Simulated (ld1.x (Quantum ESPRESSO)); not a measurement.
# Fluorine: generating and testing an RRKJ potential

Aim: build the potential from the settings below, then test how well it stands in for the atom: other configurations, scattering, ghost states and the plane-wave cutoff that it needs.

The numbers are computed with ld1.x (Quantum ESPRESSO) 7.5 (PBEsol, scalar-relativistic, spin-unpolarised reference atom).

### Step 1. The design

The settings as typed:

- element: fluorine (F, Z = 9)
- type: norm-conserving RRKJ (Kleinman–Bylander form)
- frozen core: [He]
- valence charge: 7
- reference configuration: 2s2 2p5
- partial waves: 2s (bound): rc 0.65 bohr; 2p (bound): rc 1.80 bohr; 3d channel at 0.1 Ry: rc 1.55 bohr
- local potential: the d channel
- core correction: Bessel-smoothed model core inside 0.60 bohr

An earlier all-electron run gives the scale for the radii.

All-electron outer shells of the reference configuration (PBEsol, scalar-relativistic, ld1.x):

| shell | level (eV) | outermost node (bohr) | outermost maximum (bohr) |
| --- | --- | --- | --- |
| 1s | -661.16 | – | 0.11 |
| 2s | -29.72 | 0.24 | 0.76 |
| 2p | -11.05 | – | 0.71 |

### Step 2. Generating the potential

The input, F.in:

```
 &input
   title='F', zed=9., rel=1, dft='PBESOL', iswitch=3,
   config='[He] 2s2 2p5 3d-2',
   nld=3, rlderiv=1.95, eminld=-4.0, emaxld=5.0, deld=0.02
 /
 &inputp
   pseudotype=2, tm=.false., rho0=0.001, lloc=2,
   nlcc=.true., new_core_ps=.true., rcore=0.60,
   file_pseudopw='F.UPF', file_wfcaegen='ae.wfc', file_wfcncgen='nc.wfc', file_beta='beta', file_chi='chi'
 /
3
2S  1  0   2.00   0.00  0.65  0.65  0.0
2P  2  1   5.00   0.00  1.80  1.80  0.0
3D  3  2  -2.00   0.10  1.55  1.55  0.0
 &test
   configts(1)='2s2 2p5'
 /
```

The run is started by

```console
$ ld1.x < F.in > F.out
```

Output in F.out (without the banner and most projector matrices):

```text
     Program LD1 v.7.5
     --------------------------- All-electron run ----------------------------

     F
     scalar relativistic calculation

     atomic number is  9.00
     dft =PBESOL   lsd =0 sic =0 latt =0  beta=0.20 tr2=1.0E-14
     Exchange-correlation= PBESOL
                           (   1   4  10   8   0   0   0)
     mesh =1105 r(mesh) =  99.76081 a.u. xmin = -7.00 dx = 0.01250
     1 Ry =  13.60569312 eV, c = 137.03599908

     n l     nl                  e(Ry)          e(Ha)          e(eV)
     1 0     1S 1( 2.00)       -48.5945       -24.2973      -661.1624
     2 0     2S 1( 2.00)        -2.1844        -1.0922       -29.7204
     2 1     2P 1( 5.00)        -0.8123        -0.4061       -11.0517

     final scf error:  4.9E-15 reached in  22 iterations

     Etot =    -198.896219 Ry,     -99.448109 Ha,   -2706.120913 eV

     Ekin =     198.653027 Ry,      99.326514 Ha,    2702.812129 eV
     Encl =    -476.966171 Ry,    -238.483086 Ha,   -6489.455357 eV
     Eh   =      99.223089 Ry,      49.611545 Ha,    1349.998902 eV
     Exc  =     -19.806164 Ry,      -9.903082 Ha,    -269.476588 eV

     normalization and overlap integrals

     s(1S/1S) =  1.000000  <r> =   0.1767  <r2> =    0.0421  r(max) =   0.1139
     s(2S/2S) =  1.000000  <r> =   1.0060  <r2> =    1.2343  r(max) =   0.7617
     s(2P/2P) =  1.000000  <r> =   1.1047  <r2> =    1.6352  r(max) =   0.7066

     ------------------------ End of All-electron run ------------------------

     --------------------- Generating NC pseudopotential ---------------------

      Generating local pot.: lloc=2, matching radius rcloc =   1.5500

      Computing core charge for nlcc:

       r > 0.60 : true rho core
      Core charge pseudized with two Bessel functions
      Integrated core pseudo-charge :   0.23

      Wfc   2S  rcut= 0.656  Estimated cut-off energy=       99.67 Ry
      Using 4 Bessel functions for this wfc, rho(0) = 0.001
      This function has    0 nodes for 0 < r <    0.656

      Wfc   2P  rcut= 1.782  Estimated cut-off energy=       56.51 Ry
      This function has    0 nodes for 0 < r <    1.782

     ------------------- End of pseudopotential generation -------------------

     [... the all-electron block is printed once more ...]


     Computing logarithmic derivative in   1.95726
     Computing logarithmic derivative in   1.95726
     Computing the partial wave expansion
     R is outside the sphere for l=    0 j= 0.00
     R is outside the sphere for l=    1 j= 0.00
       no projector for channel:   2

     ---------------------- Testing the pseudopotential ----------------------

     F
     scalar relativistic calculation

     atomic number is  9.00   valence charge is  7.00
     dft =PBESOL   lsd =0 sic =0 latt =0  beta=0.20 tr2=1.0E-14
     mesh =1105 r(mesh) =  99.76081 xmin = -7.00 dx = 0.01250

     n l     nl             e AE (Ry)        e PS (Ry)    De AE-PS (Ry)
     1 0     2S   1( 2.00)       -2.18441       -2.18441       -0.00000
     2 1     2P   1( 5.00)       -0.81228       -0.81228        0.00000

     eps = 8.4E-15  iter =  3

     Etot =    -198.896219 Ry,     -99.448109 Ha,   -2706.120913 eV
     Etotps =   -46.541728 Ry,     -23.270864 Ha,    -633.232474 eV

     Ekin =      28.694966 Ry,      14.347483 Ha,     390.414896 eV
     Encl =    -100.718456 Ry,     -50.359228 Ha,   -1370.344400 eV
     Ehrt =      40.322016 Ry,      20.161008 Ha,     548.608976 eV
     Ecxc =      -8.990467 Ry,      -4.495233 Ha,    -122.321529 eV
     (Ecc =      -0.324890 Ry,      -0.162445 Ha,      -4.420355 eV)
     Epseu=      -5.849788 Ry,      -2.924894 Ha,     -79.590418 eV

     ---------------------- End of pseudopotential test ----------------------
```

Run time: 0.82 s. Hardware: 1 thread of Neoverse-V1, shared host. (Generation and the later configuration tests together.)

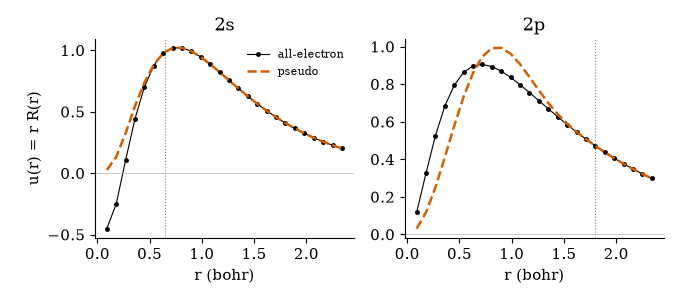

Bound waves of the atom and their pseudo partners (2s, 2p), with the matching radii dotted. The curves join 26 sampled radii.

### Step 3. Testing the new file in other configurations

The input, F.test.in:

```
 &input
   title='F', zed=9., rel=1, dft='PBESOL', iswitch=2,
   config='[He] 2s2 2p5 3d-2'
 /
 &test
   file_pseudo='F.UPF', nconf=8,
   configts(1)='2s2 2p5',
   configts(2)='2s2 2p4',
   configts(3)='2s2 2p3',
   configts(4)='2s2 2p2',
   configts(5)='2s1 2p5',
   configts(6)='2s1 2p6',
   configts(7)='2s2 2p5.3',
   configts(8)='2s2 2p1'
 /
```

The run is started by

```console
$ ld1.x < F.test.in > F.test.out
```

F.test.out, the pseudopotential blocks, each with the warnings that came before it:

```text
     ---------------------- Testing the pseudopotential ----------------------

     F
     scalar relativistic calculation

     atomic number is  9.00   valence charge is  7.00
     dft =PBESOL   lsd =0 sic =0 latt =0  beta=0.20 tr2=1.0E-14
     mesh =1105 r(mesh) =  99.76081 xmin = -7.00 dx = 0.01250

     n l     nl             e AE (Ry)        e PS (Ry)    De AE-PS (Ry)
     1 0     2S   1( 2.00)       -2.18441       -2.18441       -0.00000
     2 1     2P   1( 5.00)       -0.81228       -0.81228        0.00000

     eps = 1.4E-16  iter = 12

     Etot =    -198.896219 Ry,     -99.448109 Ha,   -2706.120914 eV
     Etotps =   -46.541728 Ry,     -23.270864 Ha,    -633.232469 eV

     Ekin =      28.694966 Ry,      14.347483 Ha,     390.414900 eV
     Encl =    -100.718456 Ry,     -50.359228 Ha,   -1370.344398 eV
     Ehrt =      40.322016 Ry,      20.161008 Ha,     548.608975 eV
     Ecxc =      -8.990467 Ry,      -4.495233 Ha,    -122.321529 eV
     (Ecc =      -0.324890 Ry,      -0.162445 Ha,      -4.420355 eV)
     Epseu=      -5.849788 Ry,      -2.924894 Ha,     -79.590418 eV

     ---------------------- End of pseudopotential test ----------------------

     ---------------------- Testing the pseudopotential ----------------------

     F
     scalar relativistic calculation

     atomic number is  9.00   valence charge is  7.00
     dft =PBESOL   lsd =0 sic =0 latt =0  beta=0.20 tr2=1.0E-14
     mesh =1105 r(mesh) =  99.76081 xmin = -7.00 dx = 0.01250

     n l     nl             e AE (Ry)        e PS (Ry)    De AE-PS (Ry)
     1 0     2S   1( 2.00)       -3.46782       -3.47057        0.00275
     2 1     2P   1( 4.00)       -2.07413       -2.05442       -0.01971  !

     eps = 8.6E-15  iter = 10

     Etot =    -197.476466 Ry,     -98.738233 Ha,   -2686.804198 eV
     Etotps =   -45.128819 Ry,     -22.564409 Ha,    -614.008858 eV
     dEtot_ae =       1.419752 Ry
     dEtot_ps =       1.412909 Ry,   Delta E=       0.006843 Ry

     Ekin =      26.680849 Ry,      13.340425 Ha,     363.011445 eV
     Encl =     -90.525923 Ry,     -45.262962 Ha,   -1231.667934 eV
     Ehrt =      31.858494 Ry,      15.929247 Ha,     433.456897 eV
     Ecxc =      -7.951678 Ry,      -3.975839 Ha,    -108.188097 eV
     (Ecc =      -0.324890 Ry,      -0.162445 Ha,      -4.420355 eV)
     Epseu=      -5.190560 Ry,      -2.595280 Ha,     -70.621169 eV

     ---------------------- End of pseudopotential test ----------------------

     ---------------------- Testing the pseudopotential ----------------------

     F
     scalar relativistic calculation

     atomic number is  9.00   valence charge is  7.00
     dft =PBESOL   lsd =0 sic =0 latt =0  beta=0.20 tr2=1.0E-14
     mesh =1105 r(mesh) =  99.76081 xmin = -7.00 dx = 0.01250

     n l     nl             e AE (Ry)        e PS (Ry)    De AE-PS (Ry)
     1 0     2S   1( 2.00)       -4.97983       -4.96099       -0.01884  !
     2 1     2P   1( 3.00)       -3.59242       -3.50375       -0.08867  !

     eps = 5.2E-16  iter =  9

     Etot =    -194.663071 Ry,     -97.331535 Ha,   -2648.526005 eV
     Etotps =   -42.364234 Ry,     -21.182117 Ha,    -576.394774 eV
     dEtot_ae =       4.233148 Ry
     dEtot_ps =       4.177494 Ry,   Delta E=       0.055654 Ry

     Ekin =      23.411323 Ry,      11.705662 Ha,     318.527283 eV
     Encl =     -78.397727 Ry,     -39.198864 Ha,   -1066.655419 eV
     Ehrt =      23.441439 Ry,      11.720719 Ha,     318.937021 eV
     Ecxc =      -6.714492 Ry,      -3.357246 Ha,     -91.355315 eV
     (Ecc =      -0.324890 Ry,      -0.162445 Ha,      -4.420355 eV)
     Epseu=      -4.104778 Ry,      -2.052389 Ha,     -55.848343 eV

     ---------------------- End of pseudopotential test ----------------------

     Warning: n=2, l=1 expected 0 nodes, found 1
     ---------------------- Testing the pseudopotential ----------------------

     F
     scalar relativistic calculation

     atomic number is  9.00   valence charge is  7.00
     dft =PBESOL   lsd =0 sic =0 latt =0  beta=0.20 tr2=1.0E-14
     mesh =1105 r(mesh) =  99.76081 xmin = -7.00 dx = 0.01250

     n l     nl             e AE (Ry)        e PS (Ry)    De AE-PS (Ry)
     1 0     2S   1( 2.00)       -6.68351       -6.60116       -0.08235  !
     2 1     2P   1( 2.00)       -5.33500       -5.10288       -0.23213  !

     eps = 2.6E-17  iter =  9

     Etot =    -190.217225 Ry,     -95.108612 Ha,   -2588.037187 eV
     Etotps =   -38.071507 Ry,     -19.035754 Ha,    -517.989244 eV
     dEtot_ae =       8.678994 Ry
     dEtot_ps =       8.470221 Ry,   Delta E=       0.208773 Ry

     Ekin =      18.992739 Ry,       9.496370 Ha,     258.409380 eV
     Encl =     -64.837981 Ry,     -32.418991 Ha,    -882.165675 eV
     Ehrt =      15.767703 Ry,       7.883851 Ha,     214.530523 eV
     Ecxc =      -5.367743 Ry,      -2.683871 Ha,     -73.031860 eV
     (Ecc =      -0.324890 Ry,      -0.162445 Ha,      -4.420355 eV)
     Epseu=      -2.626225 Ry,      -1.313113 Ha,     -35.731613 eV

     ---------------------- End of pseudopotential test ----------------------

     ---------------------- Testing the pseudopotential ----------------------

     F
     scalar relativistic calculation

     atomic number is  9.00   valence charge is  7.00
     dft =PBESOL   lsd =0 sic =0 latt =0  beta=0.20 tr2=1.0E-14
     mesh =1105 r(mesh) =  99.76081 xmin = -7.00 dx = 0.01250

     n l     nl             e AE (Ry)        e PS (Ry)    De AE-PS (Ry)
     1 0     2S   1( 1.00)       -3.48092       -3.51759        0.03666  !
     2 1     2P   1( 5.00)       -2.08348       -2.09603        0.01255  !

     eps = 2.9E-15  iter = 10

     Etot =    -196.080875 Ry,     -98.040438 Ha,   -2667.816217 eV
     Etotps =   -43.709958 Ry,     -21.854979 Ha,    -594.704275 eV
     dEtot_ae =       2.815343 Ry
     dEtot_ps =       2.831770 Ry,   Delta E=      -0.016427 Ry

     Ekin =      29.785527 Ry,      14.892763 Ha,     405.252734 eV
     Encl =     -89.917553 Ry,     -44.958777 Ha,   -1223.390638 eV
     Ehrt =      31.587240 Ry,      15.793620 Ha,     429.766292 eV
     Ecxc =      -7.894849 Ry,      -3.947425 Ha,    -107.414895 eV
     (Ecc =      -0.324890 Ry,      -0.162445 Ha,      -4.420355 eV)
     Epseu=      -7.270322 Ry,      -3.635161 Ha,     -98.917768 eV

     ---------------------- End of pseudopotential test ----------------------

     ---------------------- Testing the pseudopotential ----------------------

     F
     scalar relativistic calculation

     atomic number is  9.00   valence charge is  7.00
     dft =PBESOL   lsd =0 sic =0 latt =0  beta=0.20 tr2=1.0E-14
     mesh =1105 r(mesh) =  99.76081 xmin = -7.00 dx = 0.01250

     n l     nl             e AE (Ry)        e PS (Ry)    De AE-PS (Ry)
     1 0     2S   1( 1.00)       -2.22012       -2.23587        0.01575  !
     2 1     2P   1( 6.00)       -0.84401       -0.85641        0.01239  !

     eps = 7.2E-16  iter =  9

     Etot =    -197.522087 Ry,     -98.761043 Ha,   -2687.424895 eV
     Etotps =   -45.165903 Ry,     -22.582951 Ha,    -614.513410 eV
     dEtot_ae =       1.374132 Ry
     dEtot_ps =       1.375825 Ry,   Delta E=      -0.001693 Ry

     Ekin =      31.598895 Ry,      15.799448 Ha,     429.924869 eV
     Encl =    -100.055358 Ry,     -50.027679 Ha,   -1361.322492 eV
     Ehrt =      39.986091 Ry,      19.993045 Ha,     544.038480 eV
     Ecxc =      -8.925792 Ry,      -4.462896 Ha,    -121.441593 eV
     (Ecc =      -0.324890 Ry,      -0.162445 Ha,      -4.420355 eV)
     Epseu=      -7.769738 Ry,      -3.884869 Ha,    -105.712675 eV

     ---------------------- End of pseudopotential test ----------------------

     ---------------------- Testing the pseudopotential ----------------------

     F
     scalar relativistic calculation

     atomic number is  9.00   valence charge is  7.00
     dft =PBESOL   lsd =0 sic =0 latt =0  beta=0.20 tr2=1.0E-14
     mesh =1105 r(mesh) =  99.76081 xmin = -7.00 dx = 0.01250

     n l     nl             e AE (Ry)        e PS (Ry)    De AE-PS (Ry)
     1 0     2S   1( 2.00)       -1.85443       -1.85187       -0.00256
     2 1     2P   1( 5.30)       -0.49277       -0.49338        0.00061

     eps = 3.8E-15  iter = 10

     Etot =    -199.091187 Ry,     -99.545594 Ha,   -2708.773594 eV
     Etotps =   -46.736842 Ry,     -23.368421 Ha,    -635.887129 eV
     dEtot_ae =      -0.194968 Ry
     dEtot_ps =      -0.195114 Ry,   Delta E=       0.000145 Ry

     Ekin =      29.043219 Ry,      14.521609 Ha,     395.153124 eV
     Encl =    -103.281107 Ry,     -51.640554 Ha,   -1405.211050 eV
     Ehrt =      42.708490 Ry,      21.354245 Ha,     581.078611 eV
     Ecxc =      -9.245283 Ry,      -4.622641 Ha,    -125.788478 eV
     (Ecc =      -0.324890 Ry,      -0.162445 Ha,      -4.420355 eV)
     Epseu=      -5.962161 Ry,      -2.981081 Ha,     -81.119336 eV

     ---------------------- End of pseudopotential test ----------------------

     ---------------------- Testing the pseudopotential ----------------------

     F
     scalar relativistic calculation

     atomic number is  9.00   valence charge is  7.00
     dft =PBESOL   lsd =0 sic =0 latt =0  beta=0.20 tr2=1.0E-14
     mesh =1105 r(mesh) =  99.76081 xmin = -7.00 dx = 0.01250

     n l     nl             e AE (Ry)        e PS (Ry)    De AE-PS (Ry)
     1 0     2S   1( 2.00)       -8.55411       -8.35283       -0.20129  !
     2 1     2P   1( 1.00)       -7.27887       -6.80973       -0.46914  !

     eps = 1.8E-16  iter = 12

     Etot =    -183.926283 Ry,     -91.963141 Ha,   -2502.444558 eV
     Etotps =   -32.122549 Ry,     -16.061274 Ha,    -437.049540 eV
     dEtot_ae =      14.969936 Ry
     dEtot_ps =      14.419179 Ry,   Delta E=       0.550757 Ry

     Ekin =      13.537862 Ry,       6.768931 Ha,     184.192002 eV
     Encl =     -50.177331 Ry,     -25.088666 Ha,    -682.697373 eV
     Ehrt =       9.298876 Ry,       4.649438 Ha,     126.517649 eV
     Ecxc =      -3.983793 Ry,      -1.991896 Ha,     -54.202261 eV
     (Ecc =      -0.324890 Ry,      -0.162445 Ha,      -4.420355 eV)
     Epseu=      -0.798163 Ry,      -0.399081 Ha,     -10.859556 eV

     ---------------------- End of pseudopotential test ----------------------
```

Energies count from the reference configuration 2s2 2p5; the error is all-electron less pseudo. A star marks tests that logged a warning.

| valence configuration | charge | ΔE all-electron (eV) | error AE − PS (meV) |
| --- | --- | --- | --- |
| 2s2 2p4 | +1 | 19.317 | +93 |
| 2s2 2p3 | +2 | 57.595 | +757 |
| 2s2 2p2 * | +3 | 118.084 | +2841 |
| 2s1 2p5 | +1 | 38.305 | -224 |
| 2s1 2p6 | 0 | 18.696 | -23 |
| 2s2 2p5.3 | -0.3 | -2.653 | +2.0 |
| 2s2 2p1 | +4 | 203.676 | +7493 |

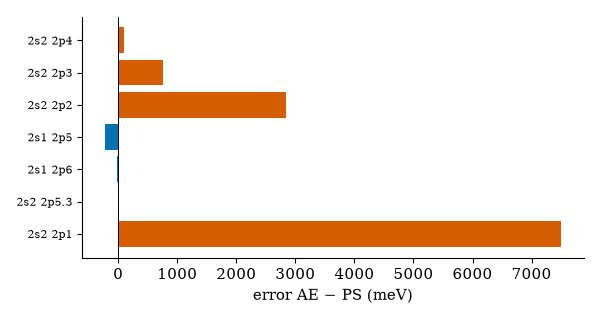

Error of the potential in each test configuration.

### Step 4. Does it scatter like the atom?

Taken from the files of the generation run. The phase is arctan(r·u′/u) with u = r·R, unwrapped, with energies in Ry. A pole is an energy at which the radial function vanishes at the test radius. The pseudo phase is shifted by a multiple of π to meet the all-electron one at the reference energy. Levels narrower than the energy grid can be missing from the poles. The last column is the largest difference on the grid between −1 and +1 Ry.

| channel | radius (bohr) | reference (Ry) | poles AE | poles PS | window around the reference with phases within 0.05 rad (Ry) | largest difference near zero (rad) |
| --- | --- | --- | --- | --- | --- | --- |
| s | 1.96 | -2.18 | -1.83 | -1.83 | below 2.4 | 0.004 |
| p | 1.96 | -0.81 | -0.36 | -0.35 | below 1.6 | 0.018 |
| d | 1.96 | 0.10 | none | none | the whole range | 0.000 |

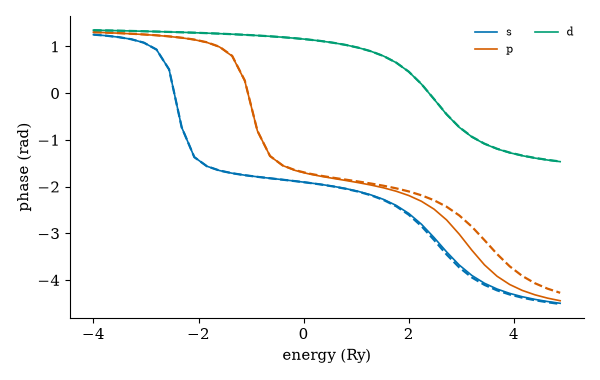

All-electron (solid) and pseudo (dashed) phases against energy.

### Step 5. Cutoff and ghost test in a Bessel basis

This step uses the generator's waves and projectors in a separate script. Basis: spherical Bessel functions vanishing at 20 bohr, q² up to the cutoff; potential fixed at the reference.

All-electron valence levels (Ry): 2s -2.1844, 2p -0.8123. The lowest levels of each channel (Ry) by cutoff; the last column sums, over occupied levels, occupation times the distance from the level at 400 Ry. A positive value at high cutoff is not a bound level.

| cutoff (Ry) | s #1 | p #1 | d #1 | f #1 | Σ f·Δε (mRy) |
| --- | --- | --- | --- | --- | --- |
| 8 | -1.4384 | -0.0301 | 0.0807 | 0.1213 | 5403.2 |
| 15 | -1.4501 | -0.3404 | 0.0807 | 0.1213 | 3828.3 |
| 25 | -1.5370 | -0.7106 | 0.0807 | 0.1213 | 1803.4 |
| 40 | -1.7554 | -0.8103 | 0.0807 | 0.1213 | 868.1 |
| 55 | -1.9141 | -0.8121 | 0.0807 | 0.1213 | 541.7 |
| 90 | -2.0863 | -0.8123 | 0.0807 | 0.1213 | 196.4 |
| 120 | -2.1368 | -0.8123 | 0.0807 | 0.1213 | 95.4 |
| 180 | -2.1719 | -0.8123 | 0.0807 | 0.1213 | 25.2 |
| 230 | -2.1804 | -0.8123 | 0.0807 | 0.1213 | 8.1 |
| 260 | -2.1826 | -0.8123 | 0.0807 | 0.1213 | 3.7 |
| 300 | -2.1840 | -0.8123 | 0.0807 | 0.1213 | 1.0 |
| 400 | -2.1845 | -0.8123 | 0.0807 | 0.1213 | 0.0 |

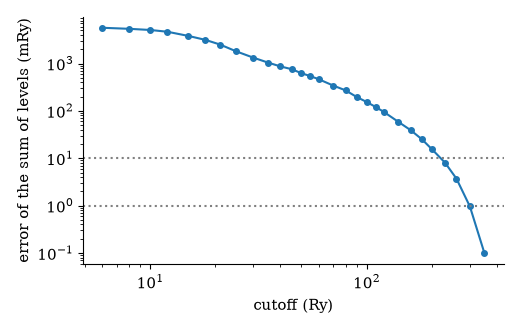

Occupation-weighted error of the valence levels against the cutoff; the dotted lines mark 10 and 1 mRy.

The sum stays within 10 mRy from 230 Ry and within 1 mRy from 300 Ry. The sum leaves out empty levels, which can need more. Ghost test: no level below the all-electron spectrum of its channel (s, p, d, f tested).

### Step 6. Outcome

```
                                                quantity                   value
               cutoffs for 10 and 1 mRy, occupied levels       230 Ry and 300 Ry
                                            bound ghosts              none found
                            largest test error (AE − PS)  +7493 meV, for 2s2 2p1
largest phase difference near zero energy, channels read               0.018 rad
```

What this shows: By total energies transferability is poor: the largest error is 7493 meV on 203.7 eV, for 2s2 2p1. That test lies far up in energy; among those under 40 eV, nearer to bonding, the largest error is 224 meV. The potential is very hard: the looser tolerance needs 230 Ry. The slowest occupied level is 2s: taken alone it needs 300 Ry to come within 1 mRy, against 45 Ry for 2p. The Bessel-basis test finds no level below the valence levels. Near zero energy the phases of the channels with partial waves agree within 0.018 rad. All of this concerns the isolated atom, not yet a solid.
